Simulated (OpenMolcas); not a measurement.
# How methods differ on CH5NSi (SMILES C[Si]N)

CH5NSi has 8 atoms, charge 0, and is taken as a singlet. As SMILES, `C[Si]N`. Geometry: relaxed at PBE0-D4/def2-TZVP. This is one conformer, not always the lowest.

Each level gives the vertical ionisation energy (to the doublet cation) (eV). The values are calculated.

```csv
level,kind,program,value (eV),CPU time (all runs)
SVWN5/def2-SVPD,LDA,OpenMolcas,8.31,1.9 min
BLYP/def2-SVPD,GGA,OpenMolcas,8.09,2.6 min
PBE/def2-SVPD,GGA,OpenMolcas,8.14,2.6 min
revPBE/def2-SVPD,GGA,OpenMolcas,8.08,2.7 min
TPSS/def2-SVPD,meta-GGA,OpenMolcas,8.12,3.8 min
r2SCAN/def2-SVPD,meta-GGA,OpenMolcas,8.09,4.2 min
BHLYP/def2-SVPD,global hybrid,OpenMolcas,8.21,2.7 min
PBE0/def2-SVPD,global hybrid,OpenMolcas,8.20,2.6 min
```

The values span 8.08 to 8.31 eV. CPU times are rough (shared hosts, several kinds of processor and program).

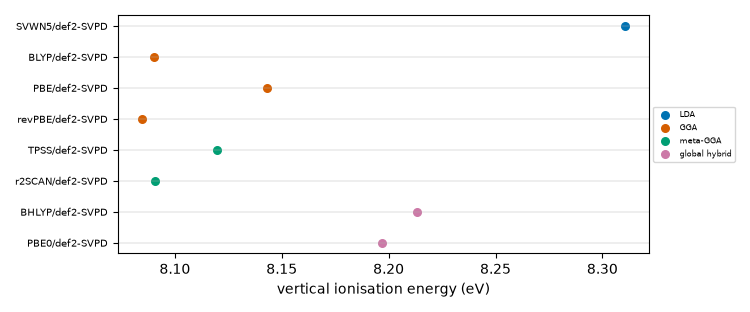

The values of the table, level by level.
